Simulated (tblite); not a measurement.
Geometry relaxation, with input and output: C7H22Si3 (part 2 of 2)

The same run, continued: C7H22Si3; GFN2-xTB geometry optimisation, gas phase (tblite 0.8.0). 

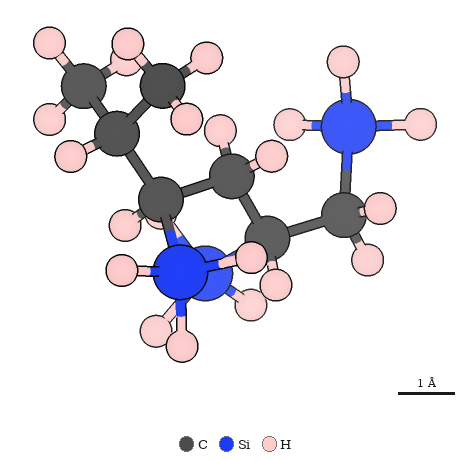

The geometry at step 186 of the log (ball-and-stick view, seen at a tilt).

### Trajectory as extended XYZ, continued
```
32
Properties=species:S:1:pos:R:3:forces:R:3 step=93 energy=-854.26909
C    -1.9537    1.4590   -1.3681    0.0050   0.0160  -0.0050
C    -2.2334    0.3862   -0.3148   -0.0010  -0.0020  -0.0120
C    -2.5373    1.0359    1.0318    0.0000  -0.0040  -0.0030
C    -1.0946   -0.6483   -0.2292   -0.0020  -0.0050  -0.0020
Si   -1.6421   -2.2286    0.6985    0.0030   0.0030   0.0020
C     0.1988   -0.0768    0.3613   -0.0070   0.0020   0.0030
C     1.4455   -0.8446   -0.0810   -0.0050   0.0170  -0.0010
Si    1.8395   -0.5676   -1.9310   -0.0010  -0.0040   0.0090
C     2.6329   -0.5063    0.8299   -0.0100  -0.0060   0.0060
Si    3.0911    1.3304    1.0156   -0.0140  -0.0150  -0.0080
H    -1.0867    2.0587   -1.1039    0.0240   0.0050   0.0080
H    -1.7730    1.0062   -2.3408    0.0090  -0.0100   0.0000
H    -2.8057    2.1299   -1.4562   -0.0240  -0.0030  -0.0040
H    -3.1338   -0.1508   -0.6381   -0.0140  -0.0010  -0.0020
H    -3.3918    1.7036    0.9407   -0.0040   0.0090   0.0010
H    -1.6886    1.6187    1.3807    0.0040   0.0000   0.0110
H    -2.7743    0.2816    1.7786    0.0190  -0.0180   0.0070
H    -0.8761   -0.9395   -1.2642   -0.0110   0.0170  -0.0070
H    -1.4153   -2.0836    2.1391    0.0050   0.0050   0.0050
H    -0.8950   -3.3966    0.2264    0.0090  -0.0010  -0.0120
H    -3.0682   -2.4645    0.4620    0.0040  -0.0080  -0.0100
H     0.1402   -0.0935    1.4544    0.0040   0.0080   0.0060
H     0.3198    0.9689    0.0670   -0.0030  -0.0020  -0.0040
H     1.2353   -1.9163    0.0513    0.0120   0.0260   0.0180
H     3.2611   -0.8248   -2.1739   -0.0070  -0.0060   0.0040
H     1.5180    0.8079   -2.3173    0.0010  -0.0050  -0.0040
H     1.0616   -1.4935   -2.7614    0.0040  -0.0030  -0.0090
H     3.5151   -1.0486    0.4783   -0.0080   0.0000   0.0060
H     2.4211   -0.8977    1.8308    0.0060  -0.0030   0.0130
H     4.2983    1.4049    1.8451   -0.0010   0.0020  -0.0230
H     2.0328    2.0827    1.6954   -0.0050  -0.0020   0.0160
H     3.3432    1.9388   -0.2920    0.0090  -0.0090  -0.0090
32
Properties=species:S:1:pos:R:3:forces:R:3 step=116 energy=-854.27587
C    -1.9468    1.4990   -1.3506    0.0070   0.0040   0.0050
C    -2.2329    0.4065   -0.3180   -0.0020   0.0170   0.0010
C    -2.5418    1.0233    1.0430   -0.0120  -0.0030   0.0010
C    -1.0882   -0.6201   -0.2447   -0.0080   0.0110  -0.0080
Si   -1.6162   -2.2318    0.6375   -0.0040  -0.0080  -0.0080
C     0.1942   -0.0514    0.3694    0.0040  -0.0100   0.0000
C     1.4327   -0.8486   -0.0375    0.0140  -0.0020   0.0090
Si    1.8270   -0.6340   -1.8957    0.0080  -0.0140   0.0110
C     2.6230   -0.5022    0.8646    0.0070   0.0070  -0.0040
Si    3.0823    1.3385    0.9854   -0.0030  -0.0060  -0.0040
H    -1.1296    2.1412   -1.0299   -0.0100   0.0040  -0.0020
H    -1.6778    1.0557   -2.3080   -0.0160   0.0200   0.0050
H    -2.8275    2.1226   -1.4970    0.0180  -0.0100   0.0190
H    -3.1289   -0.1286   -0.6586    0.0070   0.0090   0.0130
H    -3.3888    1.7026    0.9649    0.0010  -0.0060   0.0080
H    -1.6897    1.5854    1.4184   -0.0210   0.0030  -0.0220
H    -2.7885    0.2471    1.7647   -0.0040   0.0020   0.0000
H    -0.8573   -0.8805   -1.2850   -0.0040  -0.0130  -0.0050
H    -1.3432   -2.1389    2.0746   -0.0050  -0.0050  -0.0030
H    -0.8810   -3.3739    0.0877   -0.0080  -0.0120   0.0060
H    -3.0482   -2.4650    0.4325    0.0130   0.0050  -0.0020
H     0.1118   -0.0515    1.4610    0.0020   0.0090  -0.0010
H     0.3368    0.9873    0.0583   -0.0060  -0.0120   0.0100
H     1.2070   -1.9111    0.1310    0.0040   0.0010  -0.0040
H     3.2586   -0.8374   -2.1246    0.0100  -0.0070   0.0010
H     1.4486    0.7080   -2.3433    0.0020  -0.0050  -0.0080
H     1.0933   -1.6287   -2.6846    0.0020  -0.0110  -0.0200
H     3.4979   -1.0609    0.5217    0.0030   0.0050   0.0110
H     2.4152   -0.8665    1.8772   -0.0090   0.0130  -0.0190
H     4.3684    1.4387    1.6811    0.0070   0.0070  -0.0100
H     2.0856    2.0743    1.7690   -0.0040   0.0120   0.0030
H     3.1888    1.9325   -0.3496    0.0080  -0.0050   0.0150
32
Properties=species:S:1:pos:R:3:forces:R:3 step=139 energy=-854.28294
C    -1.9528    1.5669   -1.2891    0.0010   0.0050  -0.0140
C    -2.2378    0.4254   -0.3118    0.0010   0.0060   0.0050
C    -2.5640    0.9921    1.0664   -0.0070   0.0020   0.0140
C    -1.0880   -0.5980   -0.2763    0.0130   0.0060   0.0000
Si   -1.6109   -2.2391    0.5560    0.0190  -0.0020   0.0030
C     0.1911   -0.0402    0.3529    0.0040   0.0040   0.0130
C     1.4312   -0.8574   -0.0072   -0.0100  -0.0060   0.0080
Si    1.8617   -0.7473   -1.8673   -0.0130   0.0100  -0.0050
C     2.6096   -0.4703    0.8944   -0.0060   0.0020   0.0030
Si    3.0824    1.3706    0.9347    0.0050   0.0130   0.0120
H    -1.1520    2.2070   -0.9260   -0.0080   0.0030   0.0040
H    -1.6621    1.1769   -2.2621   -0.0150  -0.0060  -0.0220
H    -2.8417    2.1814   -1.4173    0.0010   0.0120   0.0030
H    -3.1286   -0.1014   -0.6766    0.0070   0.0050  -0.0190
H    -3.4494    1.6224    1.0094   -0.0050   0.0070   0.0100
H    -1.7422    1.5991    1.4387    0.0010  -0.0120   0.0120
H    -2.7588    0.1928    1.7782    0.0050  -0.0130  -0.0040
H    -0.8569   -0.8245   -1.3251   -0.0040  -0.0110  -0.0070
H    -1.3259   -2.1944    1.9931   -0.0040   0.0030   0.0040
H    -0.8852   -3.3700   -0.0284   -0.0060   0.0000  -0.0120
H    -3.0448   -2.4630    0.3587    0.0010   0.0090  -0.0070
H     0.0822   -0.0209    1.4418    0.0070   0.0000   0.0150
H     0.3538    0.9923    0.0316    0.0050  -0.0070  -0.0170
H     1.2005   -1.9092    0.2128    0.0000  -0.0190  -0.0110
H     3.3044   -0.9273   -2.0424    0.0090  -0.0050  -0.0020
H     1.4686    0.5552   -2.4117    0.0000  -0.0090   0.0100
H     1.1778   -1.8017   -2.6258   -0.0050   0.0040   0.0280
H     3.4849   -1.0551    0.6002    0.0000   0.0080   0.0070
H     2.3770   -0.7751    1.9205    0.0070  -0.0150   0.0020
H     4.4284    1.4786    1.5062   -0.0050   0.0100  -0.0120
H     2.1652    2.1220    1.7993   -0.0070  -0.0040  -0.0260
H     3.0672    1.9439   -0.4128    0.0100   0.0000   0.0050
32
Properties=species:S:1:pos:R:3:forces:R:3 step=162 energy=-854.28867
C    -1.9681    1.6361   -1.2396   -0.0110  -0.0090   0.0090
C    -2.2336    0.4498   -0.3113    0.0080  -0.0270   0.0060
C    -2.5767    0.9384    1.0928   -0.0100   0.0010  -0.0030
C    -1.0740   -0.5647   -0.3085    0.0070  -0.0200   0.0000
Si   -1.5994   -2.2323    0.4707    0.0020   0.0150  -0.0090
C     0.1994   -0.0215    0.3440   -0.0150   0.0020  -0.0050
C     1.4353   -0.8681    0.0402   -0.0220   0.0060  -0.0010
Si    1.8811   -0.8528   -1.8196    0.0130   0.0030   0.0280
C     2.6088   -0.4409    0.9303   -0.0110  -0.0060  -0.0140
Si    3.0781    1.4009    0.8771   -0.0060  -0.0150   0.0090
H    -1.1489    2.2524   -0.8769    0.0030  -0.0090   0.0040
H    -1.7250    1.2910   -2.2427    0.0200   0.0000   0.0040
H    -2.8563    2.2614   -1.3020   -0.0030   0.0240   0.0000
H    -3.1143   -0.0718   -0.7076    0.0010  -0.0010   0.0020
H    -3.4821    1.5414    1.0697   -0.0080   0.0190   0.0010
H    -1.7748    1.5487    1.5010    0.0060  -0.0030  -0.0090
H    -2.7460    0.0940    1.7574   -0.0040   0.0050   0.0140
H    -0.8394   -0.7586   -1.3633    0.0030   0.0010   0.0010
H    -1.3175   -2.2427    1.9091    0.0080   0.0040   0.0000
H    -0.8882   -3.3485   -0.1566    0.0020  -0.0020  -0.0140
H    -3.0372   -2.4302    0.2687    0.0070  -0.0070  -0.0020
H     0.0595    0.0282    1.4287    0.0120  -0.0080  -0.0040
H     0.3923    0.9977   -0.0026   -0.0040   0.0070   0.0050
H     1.1936   -1.9069    0.3073    0.0060   0.0020   0.0050
H     3.3255   -1.0410   -1.9782   -0.0060  -0.0080   0.0010
H     1.4957    0.4208   -2.4309   -0.0070   0.0020  -0.0070
H     1.1957   -1.9484   -2.5118   -0.0110  -0.0080  -0.0070
H     3.4854   -1.0370    0.6648    0.0050  -0.0010   0.0130
H     2.3757   -0.6975    1.9696   -0.0060  -0.0100  -0.0130
H     4.4384    1.5384    1.4027    0.0130   0.0150   0.0100
H     2.1739    2.1836    1.7256   -0.0060   0.0130  -0.0080
H     3.0279    1.9115   -0.4932    0.0120   0.0120  -0.0180
32
Properties=species:S:1:pos:R:3:forces:R:3 step=186 energy=-854.29338
C    -1.9798    1.6717   -1.1902    0.0020   0.0060  -0.0030
C    -2.2417    0.4581   -0.2965    0.0010   0.0060  -0.0040
C    -2.5869    0.9148    1.1183   -0.0010  -0.0030   0.0000
C    -1.0735   -0.5467   -0.3277   -0.0080  -0.0060   0.0010
Si   -1.5725   -2.2470    0.3911   -0.0120  -0.0080   0.0070
C     0.1931   -0.0109    0.3417   -0.0010   0.0000  -0.0010
C     1.4295   -0.8654    0.0688    0.0050  -0.0030  -0.0050
Si    1.8786   -0.9290   -1.7870    0.0110  -0.0030  -0.0030
C     2.5990   -0.4045    0.9473    0.0000   0.0010   0.0020
Si    3.0851    1.4301    0.8262   -0.0010  -0.0040  -0.0040
H    -1.1399    2.2584   -0.8258   -0.0020   0.0030   0.0070
H    -1.7640    1.3593   -2.2102    0.0050  -0.0040   0.0030
H    -2.8553    2.3181   -1.2088   -0.0030  -0.0050  -0.0070
H    -3.1212   -0.0564   -0.7046    0.0050   0.0000  -0.0010
H    -3.4841    1.5308    1.1033   -0.0030  -0.0030   0.0050
H    -1.7805    1.5069    1.5440    0.0030   0.0010  -0.0050
H    -2.7700    0.0588    1.7642    0.0010  -0.0080   0.0020
H    -0.8380   -0.7020   -1.3886    0.0010   0.0050   0.0000
H    -1.2843   -2.2979    1.8278   -0.0040  -0.0050  -0.0030
H    -0.8437   -3.3272   -0.2799   -0.0100   0.0090   0.0010
H    -3.0073   -2.4648    0.1846    0.0130   0.0040   0.0030
H     0.0369    0.0442    1.4236    0.0000   0.0020   0.0060
H     0.3988    1.0047   -0.0077    0.0030   0.0070  -0.0010
H     1.1904   -1.8942    0.3748    0.0010   0.0000   0.0030
H     3.3139   -1.1896   -1.9314   -0.0160   0.0010   0.0000
H     1.5484    0.3369   -2.4462    0.0010  -0.0030   0.0040
H     1.1440   -2.0183   -2.4394    0.0060   0.0040  -0.0080
H     3.4757   -1.0154    0.7170   -0.0020  -0.0010   0.0020
H     2.3542   -0.6171    1.9937    0.0030  -0.0020   0.0040
H     4.4081    1.5933    1.4353    0.0020   0.0010   0.0040
H     2.1375    2.2680    1.5685   -0.0020   0.0060  -0.0060
H     3.1341    1.8641   -0.5711    0.0010   0.0010  -0.0030
32
Properties=species:S:1:pos:R:3:forces:R:3 step=209 energy=-854.29467
C    -1.9788    1.6810   -1.1744    0.0020   0.0000   0.0010
C    -2.2411    0.4595   -0.2915   -0.0090   0.0060   0.0010
C    -2.5895    0.9025    1.1268   -0.0040  -0.0050   0.0040
C    -1.0736   -0.5458   -0.3275   -0.0030   0.0150  -0.0030
Si   -1.5787   -2.2499    0.3775    0.0050   0.0070  -0.0010
C     0.1924   -0.0102    0.3427    0.0000  -0.0010  -0.0020
C     1.4293   -0.8660    0.0754    0.0000   0.0030   0.0010
Si    1.8803   -0.9426   -1.7795   -0.0080  -0.0020   0.0030
C     2.5977   -0.3935    0.9498    0.0010  -0.0020  -0.0030
Si    3.0915    1.4376    0.8035    0.0010   0.0000   0.0000
H    -1.1670    2.2879   -0.7804   -0.0010   0.0000   0.0040
H    -1.7201    1.3749   -2.1862    0.0000   0.0030   0.0000
H    -2.8696    2.3049   -1.2231    0.0060  -0.0030  -0.0010
H    -3.1188   -0.0523   -0.7060   -0.0020  -0.0030  -0.0060
H    -3.4940    1.5079    1.1200    0.0030   0.0050  -0.0050
H    -1.7880    1.4996    1.5553   -0.0050  -0.0020  -0.0030
H    -2.7622    0.0393    1.7660    0.0030  -0.0070   0.0060
H    -0.8373   -0.6945   -1.3891   -0.0020  -0.0020  -0.0020
H    -1.2860   -2.3256    1.8114    0.0050   0.0020   0.0080
H    -0.8624   -3.3233   -0.3155    0.0020  -0.0060   0.0000
H    -3.0154   -2.4516    0.1765   -0.0110  -0.0050   0.0000
H     0.0349    0.0489    1.4245    0.0000   0.0030  -0.0060
H     0.3985    1.0040   -0.0118    0.0020  -0.0060   0.0070
H     1.1920   -1.8926    0.3909    0.0010   0.0060  -0.0020
H     3.3102   -1.2286   -1.9183    0.0060   0.0020  -0.0020
H     1.5707    0.3293   -2.4362    0.0030   0.0020  -0.0050
H     1.1335   -2.0188   -2.4400    0.0010   0.0040   0.0050
H     3.4740   -1.0082    0.7288    0.0030  -0.0050   0.0050
H     2.3509   -0.5921    1.9986    0.0040   0.0030  -0.0010
H     4.3914    1.6116    1.4583    0.0010  -0.0040   0.0020
H     2.1239    2.3007    1.4896    0.0000  -0.0030  -0.0060
H     3.1962    1.8375   -0.6012   -0.0040  -0.0020   0.0030
32
Properties=species:S:1:pos:R:3:forces:R:3 step=232 energy=-854.29514
C    -1.9693    1.6925   -1.1611    0.0010  -0.0010   0.0000
C    -2.2412    0.4608   -0.2954   -0.0030   0.0020   0.0020
C    -2.6025    0.8881    1.1243   -0.0040   0.0020   0.0040
C    -1.0738   -0.5440   -0.3300   -0.0020   0.0000  -0.0020
Si   -1.5763   -2.2463    0.3821   -0.0010  -0.0050   0.0000
C     0.1920   -0.0087    0.3403    0.0000   0.0040  -0.0020
C     1.4285   -0.8653    0.0751    0.0010  -0.0020   0.0040
Si    1.8815   -0.9450   -1.7791    0.0000  -0.0010   0.0010
C     2.5951   -0.3927    0.9512    0.0010   0.0040  -0.0010
Si    3.0932    1.4359    0.7903    0.0060  -0.0010   0.0010
H    -1.1700    2.3007   -0.7440   -0.0030   0.0010   0.0010
H    -1.6876    1.3987   -2.1704   -0.0010   0.0000   0.0010
H    -2.8630    2.3110   -1.2221    0.0040  -0.0010   0.0010
H    -3.1142   -0.0469   -0.7252    0.0010  -0.0030   0.0010
H    -3.5087    1.4908    1.1155   -0.0050   0.0040   0.0010
H    -1.8069    1.4848    1.5641    0.0010  -0.0010  -0.0010
H    -2.7756    0.0188    1.7552   -0.0040  -0.0030  -0.0010
H    -0.8376   -0.6942   -1.3912    0.0010  -0.0050  -0.0050
H    -1.2629   -2.3199    1.8125   -0.0020   0.0000  -0.0050
H    -0.8718   -3.3234   -0.3184   -0.0010   0.0020   0.0030
H    -3.0166   -2.4470    0.2012    0.0030   0.0010   0.0010
H     0.0331    0.0527    1.4216    0.0010  -0.0020   0.0010
H     0.3997    1.0045   -0.0142    0.0020   0.0070  -0.0060
H     1.1902   -1.8913    0.3909   -0.0030  -0.0050   0.0020
H     3.3125   -1.2260   -1.9179    0.0020  -0.0010   0.0010
H     1.5711    0.3231   -2.4431   -0.0020   0.0010   0.0000
H     1.1366   -2.0261   -2.4332    0.0000   0.0010  -0.0010
H     3.4698   -1.0135    0.7404   -0.0020   0.0040  -0.0010
H     2.3422   -0.5809    2.0006    0.0040   0.0010  -0.0040
H     4.3877    1.6120    1.4546    0.0030   0.0020   0.0030
H     2.1200    2.3074    1.4577    0.0060  -0.0020  -0.0020
H     3.2095    1.8211   -0.6177   -0.0020  -0.0020   0.0040
32
Properties=species:S:1:pos:R:3:forces:R:3 step=256 energy=-854.29549
C    -1.9694    1.7011   -1.1475    0.0000   0.0000   0.0000
C    -2.2452    0.4600   -0.2964   -0.0020   0.0010   0.0000
C    -2.6246    0.8731    1.1231    0.0010   0.0000  -0.0010
C    -1.0739   -0.5406   -0.3304   -0.0020   0.0000   0.0010
Si   -1.5714   -2.2430    0.3857    0.0020  -0.0010   0.0010
C     0.1931    0.0006    0.3336    0.0000   0.0000   0.0000
C     1.4278   -0.8614    0.0760    0.0010   0.0000   0.0000
Si    1.8827   -0.9502   -1.7775   -0.0010   0.0020  -0.0010
C     2.5962   -0.3898    0.9507    0.0010   0.0010   0.0000
Si    3.1096    1.4335    0.7811    0.0020  -0.0020  -0.0010
H    -1.1853    2.3144   -0.7099    0.0000   0.0010   0.0020
H    -1.6650    1.4179   -2.1531    0.0000   0.0010  -0.0020
H    -2.8678    2.3111   -1.2213   -0.0020  -0.0010   0.0000
H    -3.1112   -0.0477   -0.7400   -0.0020  -0.0010   0.0000
H    -3.5242    1.4857    1.1074    0.0020  -0.0010   0.0000
H    -1.8296    1.4555    1.5828   -0.0010  -0.0010  -0.0010
H    -2.8174   -0.0021    1.7401    0.0020   0.0000  -0.0030
H    -0.8404   -0.6942   -1.3921    0.0000   0.0030   0.0010
H    -1.2502   -2.3167    1.8140   -0.0010   0.0020   0.0000
H    -0.8717   -3.3207   -0.3185    0.0010   0.0020   0.0010
H    -3.0126   -2.4447    0.2132    0.0010   0.0010   0.0000
H     0.0347    0.0737    1.4143    0.0010  -0.0040   0.0000
H     0.4027    1.0094   -0.0324   -0.0020   0.0020   0.0000
H     1.1852   -1.8850    0.3967    0.0010  -0.0010   0.0000
H     3.3137   -1.2327   -1.9144    0.0000  -0.0020   0.0010
H     1.5740    0.3163   -2.4460   -0.0010  -0.0030   0.0020
H     1.1371   -2.0325   -2.4288    0.0010   0.0010   0.0000
H     3.4673   -1.0169    0.7434   -0.0020  -0.0010   0.0020
H     2.3421   -0.5707    2.0010    0.0000  -0.0010  -0.0030
H     4.3987    1.6059    1.4575    0.0000   0.0000   0.0020
H     2.1366    2.3174    1.4313    0.0010   0.0010   0.0000
H     3.2433    1.8050   -0.6287   -0.0020   0.0010  -0.0010
```

### Key numbers

```tsv
quantity	value
outcome	converged
total energy	−854.2955 eV
wall time	5.2 s
peak memory	1.1 GiB
```
